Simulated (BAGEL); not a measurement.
# doublet C5H7N+ at 5 levels

We compute a comparison of 5 runs (UHF/STO-3G, UHF/3-21G, ROHF/6-31G*, ROHF/cc-pVDZ, UHF/cc-pVDZ) of doublet C5H7N+. 

The results are computed with BAGEL 1.2.2.

## (1) The structure to begin with

The species is C5H7N+ (13 atoms), meant as a doublet with charge +1. As SMILES of the parent species, `Cc1cc[nH]c1`. The shape is that of a PBE0-D4/def2-TZVP optimisation. That shape belongs to the parent species and isn't relaxed for this state.

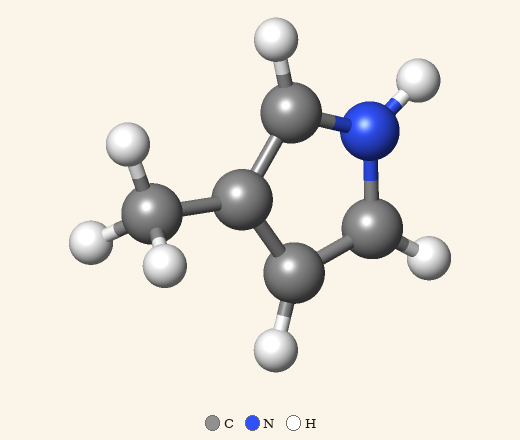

Viewed from a chosen angle; carbon grey, nitrogen blue, hydrogen white.

## (2) A single-point energy at UHF/STO-3G (density fitting with cc-pvqz-jkfit) (run 1)

input.json

```json
{ "bagel": [

{
  "title": "molecule",
  "basis": "sto-3g",
  "df_basis": "cc-pvqz-jkfit",
  "angstrom": true,
  "geometry": [
    { "atom": "C", "xyz": [      -0.454960,      -0.682720,       1.762210 ] },
    { "atom": "C", "xyz": [      -0.106710,      -0.158560,       0.411770 ] },
    { "atom": "C", "xyz": [       0.548260,      -0.862120,      -0.634670 ] },
    { "atom": "C", "xyz": [       0.671020,      -0.009580,      -1.700840 ] },
    { "atom": "N", "xyz": [       0.117470,       1.181760,      -1.343300 ] },
    { "atom": "C", "xyz": [      -0.357450,       1.103910,      -0.065170 ] },
    { "atom": "H", "xyz": [       0.435410,      -1.003690,       2.310490 ] },
    { "atom": "H", "xyz": [      -1.123260,      -1.546220,       1.697970 ] },
    { "atom": "H", "xyz": [      -0.956020,       0.079100,       2.362490 ] },
    { "atom": "H", "xyz": [       0.891120,      -1.885340,      -0.603750 ] },
    { "atom": "H", "xyz": [       1.105180,      -0.156940,      -2.676610 ] },
    { "atom": "H", "xyz": [       0.065780,       1.993740,      -1.929300 ] },
    { "atom": "H", "xyz": [      -0.835840,       1.946680,       0.408690 ] }
  ]
},

{ "title": "uhf", "charge": 1, "nopen": 1 },

{ "title": "print", "file": "orbitals.molden", "orbitals": true }

]}
```

The run is started by

```console
$ BAGEL_NUM_THREADS=1 BAGEL input.json > input.out
```

Output:

```text
* using 1 threads per process

  ===============================================================
  ===============================================================

  *** Geometry ***

  { "atom" : "C", "xyz" : [     -0.859750,     -1.290154,      3.330094 ] },
  { "atom" : "C", "xyz" : [     -0.201653,     -0.299635,      0.778133 ] },
  { "atom" : "C", "xyz" : [      1.036061,     -1.629171,     -1.199352 ] },
  { "atom" : "C", "xyz" : [      1.268044,     -0.018104,     -3.214122 ] },
  { "atom" : "N", "xyz" : [      0.221986,      2.233203,     -2.538469 ] },
  { "atom" : "C", "xyz" : [     -0.675483,      2.086088,     -0.123153 ] },
[... 5 lines of this table left out ...]
  { "atom" : "H", "xyz" : [      0.124306,      3.767623,     -3.645849 ] },
  { "atom" : "H", "xyz" : [     -1.579509,      3.678692,      0.772312 ] },

  Number of auxiliary basis functions:      993

  Since a DF basis is specified, we compute 2- and 3-index integrals:
    o Being stored without compression. Storage requirement is 0.011 GB

  Number of basis functions:       37
  Number of electrons      :       44

    * METHOD: MOLECULE                             1.66

  *** Open-shell HF ***

  === Nuclear Repulsion ===
   222.0438417097

      * DIIS with orbital gradients will be used.

  === UHF iteration (sto-3g) ===
      0       -244.54155559          0.02025860           0.19
      1       -244.61150076          0.00535752           0.19
      2       -244.61839467          0.00183366           0.19
      3       -244.62016928          0.00086763           0.16
      4       -244.62118023          0.00042833           0.12
      5       -244.62165570          0.00030977           0.12
[... 21 lines of this table left out ...]
     27       -244.62371511          0.00000001           0.20
     28       -244.62371511          0.00000001           0.18
    * SCF iteration converged.

    * S^2 (UHF) is 0.9110

    * Permanent dipole moment:
           (    0.064321,    -0.938508,     0.665645) a.u.

    * METHOD: UHF                                  5.03

    * METHOD: PRINT                                0.00

  ===============================================================
```

It took 7.2 s on 1 thread of Intel Xeon 6975P-C (Granite Rapids), shared host; peak memory 0.11 GiB.

## (3) The energy at UHF/3-21G (density fitting with cc-pvqz-jkfit) (run 2)

calc.json

```json
{ "bagel": [

{
  "title": "molecule",
  "basis": "3-21g",
  "df_basis": "cc-pvqz-jkfit",
  "angstrom": true,
  "geometry": [
    { "atom": "C", "xyz": [   -0.454960,   -0.682720,    1.762210 ] },
    { "atom": "C", "xyz": [   -0.106710,   -0.158560,    0.411770 ] },
    { "atom": "C", "xyz": [    0.548260,   -0.862120,   -0.634670 ] },
    { "atom": "C", "xyz": [    0.671020,   -0.009580,   -1.700840 ] },
    { "atom": "N", "xyz": [    0.117470,    1.181760,   -1.343300 ] },
    { "atom": "C", "xyz": [   -0.357450,    1.103910,   -0.065170 ] },
    { "atom": "H", "xyz": [    0.435410,   -1.003690,    2.310490 ] },
    { "atom": "H", "xyz": [   -1.123260,   -1.546220,    1.697970 ] },
    { "atom": "H", "xyz": [   -0.956020,    0.079100,    2.362490 ] },
    { "atom": "H", "xyz": [    0.891120,   -1.885340,   -0.603750 ] },
    { "atom": "H", "xyz": [    1.105180,   -0.156940,   -2.676610 ] },
    { "atom": "H", "xyz": [    0.065780,    1.993740,   -1.929300 ] },
    { "atom": "H", "xyz": [   -0.835840,    1.946680,    0.408690 ] }
  ]
},
{
  "title": "uhf",
  "charge": 1,
  "nopen": 1
},
{
  "title": "print",
  "file": "orbitals.molden",
  "orbitals": true
}

]}
```

The run is started by

```console
$ BAGEL_NUM_THREADS=1 BAGEL calc.json > calc.out
```

Output:

```text
* using 1 threads per process

  ===============================================================
  ===============================================================

  *** Geometry ***

  { "atom" : "C", "xyz" : [     -0.859750,     -1.290154,      3.330094 ] },
  { "atom" : "C", "xyz" : [     -0.201653,     -0.299635,      0.778133 ] },
  { "atom" : "C", "xyz" : [      1.036061,     -1.629171,     -1.199352 ] },
  { "atom" : "C", "xyz" : [      1.268044,     -0.018104,     -3.214122 ] },
  { "atom" : "N", "xyz" : [      0.221986,      2.233203,     -2.538469 ] },
  { "atom" : "C", "xyz" : [     -0.675483,      2.086088,     -0.123153 ] },
[... 5 lines of this table left out ...]
  { "atom" : "H", "xyz" : [      0.124306,      3.767623,     -3.645849 ] },
  { "atom" : "H", "xyz" : [     -1.579509,      3.678692,      0.772312 ] },

  Number of auxiliary basis functions:      993

  Since a DF basis is specified, we compute 2- and 3-index integrals:
    o Being stored without compression. Storage requirement is 0.037 GB

  Number of basis functions:       68
  Number of electrons      :       44

    * METHOD: MOLECULE                             1.51

  *** Open-shell HF ***

  === Nuclear Repulsion ===
   222.0438417097

      * DIIS with orbital gradients will be used.

  === UHF iteration (3-21g) ===
      0       -246.11018152          0.02834297           0.34
      1       -246.20701382          0.00875586           0.33
      2       -246.21673750          0.00336158           0.32
      3       -246.21863677          0.00097818           0.32
      4       -246.21942310          0.00031149           0.32
      5       -246.21967460          0.00021295           0.32
[... 20 lines of this table left out ...]
     26       -246.22017305          0.00000001           0.23
     27       -246.22017305          0.00000001           0.23
    * SCF iteration converged.

    * S^2 (UHF) is 0.8286

    * Permanent dipole moment:
           (    0.035535,    -0.822628,     0.636544) a.u.

    * METHOD: UHF                                  8.06

    * METHOD: PRINT                                0.01

  ===============================================================
```

Wall time 10 s (1 thread of Intel Xeon 6975P-C (Granite Rapids), shared host); peak memory 0.18 GiB.

Runs 3 to 4 aren't shown in full; the table further down has their settings and results.

## (4) A single-point energy at UHF/cc-pVDZ (density fitting with cc-pvqz-jkfit) (run 5)

input.json: that of step 2 with these lines changed.

```diff
@@ -4,5 +4,5 @@
   "title": "molecule",
-  "basis": "sto-3g",
+  "basis": "cc-pvdz.json",
   "df_basis": "cc-pvqz-jkfit",
-  "angstrom": true,
+  "angstrom": "true",
   "geometry": [
@@ -24,5 +24,13 @@
 
-{ "title": "uhf", "charge": 1, "nopen": 1 },
+{
+  "title": "uhf",
+  "charge": 1,
+  "nopen": 1
+},
 
-{ "title": "print", "file": "orbitals.molden", "orbitals": true }
+{
+  "title": "print",
+  "file": "orbitals.molden",
+  "orbitals": "true"
+}
```

The basis set cc-pVDZ is read from a file made from the Basis Set Exchange's data (not shown).

The run is started by

```console
$ BAGEL_NUM_THREADS=1 BAGEL input.json > input.out
```

Output:

```text
* using 1 threads per process

  ===============================================================
  ===============================================================

  *** Geometry ***

  { "atom" : "C", "xyz" : [     -0.859750,     -1.290154,      3.330094 ] },
  { "atom" : "C", "xyz" : [     -0.201653,     -0.299635,      0.778133 ] },
  { "atom" : "C", "xyz" : [      1.036061,     -1.629171,     -1.199352 ] },
  { "atom" : "C", "xyz" : [      1.268044,     -0.018104,     -3.214122 ] },
  { "atom" : "N", "xyz" : [      0.221986,      2.233203,     -2.538469 ] },
  { "atom" : "C", "xyz" : [     -0.675483,      2.086088,     -0.123153 ] },
[... 5 lines of this table left out ...]
  { "atom" : "H", "xyz" : [      0.124306,      3.767623,     -3.645849 ] },
  { "atom" : "H", "xyz" : [     -1.579509,      3.678692,      0.772312 ] },

  Number of auxiliary basis functions:      993

  Since a DF basis is specified, we compute 2- and 3-index integrals:
    o Being stored without compression. Storage requirement is 0.112 GB

  Number of basis functions:      119
  Number of electrons      :       44

    * METHOD: MOLECULE                             1.07

  *** Open-shell HF ***

  === Nuclear Repulsion ===
   222.0438417097

      * DIIS with orbital gradients will be used.

  === UHF iteration (cc-pvdz.json) ===
      0       -247.44836019          0.02053566           0.48
      1       -247.60327482          0.00863581           0.47
      2       -247.62173185          0.00374339           0.52
      3       -247.62615373          0.00100918           0.54
      4       -247.62707741          0.00038055           0.52
      5       -247.62728331          0.00013395           0.51
[... 19 lines of this table left out ...]
     25       -247.62775310          0.00000002           0.41
     26       -247.62775310          0.00000001           0.41
    * SCF iteration converged.

    * S^2 (UHF) is 0.8249

    * Permanent dipole moment:
           (    0.031694,    -0.799431,     0.625733) a.u.

    * METHOD: UHF                                 13.27

    * METHOD: PRINT                                0.01

  ===============================================================
```

Wall time 15 s (1 thread of Intel Xeon 6975P-C (Granite Rapids), shared host); peak memory 0.32 GiB.

## (5) Overview of the runs

```tsv
run	level	energy (Eh)	⟨S²⟩	wall time
1	UHF/STO-3G (density fitting with cc-pvqz-jkfit)	-244.623715	0.911	7.2 s
2	UHF/3-21G (density fitting with cc-pvqz-jkfit)	-246.220173	0.829	10 s
3	ROHF/6-31G* (density fitting with cc-pvqz-jkfit, spherical functions)	-247.595778	0.750	15 s
4	ROHF/cc-pVDZ (density fitting with cc-pvqz-jkfit)	-247.617904	0.750	13 s
5	UHF/cc-pVDZ (density fitting with cc-pvqz-jkfit)	-247.627753	0.825	15 s
```

## (6) Results

| quantity | value |
| --- | --- |
| run 5: total energy | -247.62775 Eh |
| run 5: ⟨S²⟩ | 0.825 |

In run 1 the basis is minimal, so the values are rough. Spin contamination of the reference: run 1 ⟨S²⟩ = 0.91. All runs together took 60 s, the longest 15 s.
